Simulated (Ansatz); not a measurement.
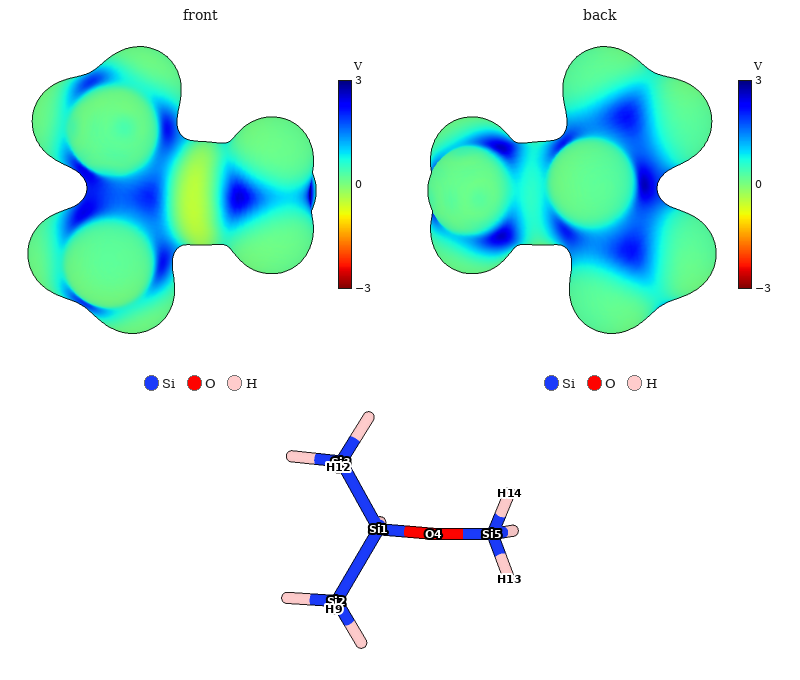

The picture shows: H10OSi4 (SMILES [SiH]([SiH3])([SiH3])O[SiH3]). The electrostatic potential painted on the density surface at 0.004 e/bohr³, seen from the front and from behind; red is negative and blue positive. The bare structure is drawn below in the same view.

Computed with Ansatz 0.2.0, Hartree-Fock, Gaussian basis def2-SVP.

Input

```
crystal:
  periodic: [false, false, false]
  atoms:
    - { symbol: Si, position_ang: [0.10488163, 0.02219961, -0.65066987] }
    - { symbol: Si, position_ang: [1.22735506, 2.05225834, -1.07308936] }
    - { symbol: Si, position_ang: [1.55405536, -1.5817755, 0.31067121] }
    - { symbol: O, position_ang: [-1.18957231, 0.36226048, 0.37740801] }
    - { symbol: Si, position_ang: [-2.53967128, -0.34426536, 1.07597919] }
    - { symbol: H, position_ang: [-0.40990217, -0.54010979, -1.9585302] }
    - { symbol: H, position_ang: [2.3747118, 1.79637257, -2.01628628] }
    - { symbol: H, position_ang: [0.30123441, 3.06179992, -1.69777816] }
    - { symbol: H, position_ang: [1.77607411, 2.62206528, 0.20780147] }
    - { symbol: H, position_ang: [0.83094988, -2.87387527, 0.58989083] }
    - { symbol: H, position_ang: [2.68638787, -1.86161498, -0.6439738] }
    - { symbol: H, position_ang: [2.13057817, -1.06756299, 1.60319035] }
    - { symbol: H, position_ang: [-3.25989283, 0.7148715, 1.85676125] }
    - { symbol: H, position_ang: [-2.13303709, -1.46089191, 2.00168111] }
    - { symbol: H, position_ang: [-3.4541506, -0.90172889, 0.01694225] }
basis:
  gaussian: { orbitals: def2-SVP }
hamiltonian:
  xc: hf
relax:
  f_tol: 0.003
  max_steps: 100
output:
  orbitals: {}
```

Launched as:

```sh
ansatz run input.yaml --threads 4 --pin off --max-ram 10240MiB --backend cpu --events-out ev --progress --plain --runs-dir out
```

The fields are those of the relaxed geometry.

### Describe the electrostatic potential map.

The most negative region (about −0.4 V) lies over O4, the most positive (about +2.6 V) over Si1 and Si5.
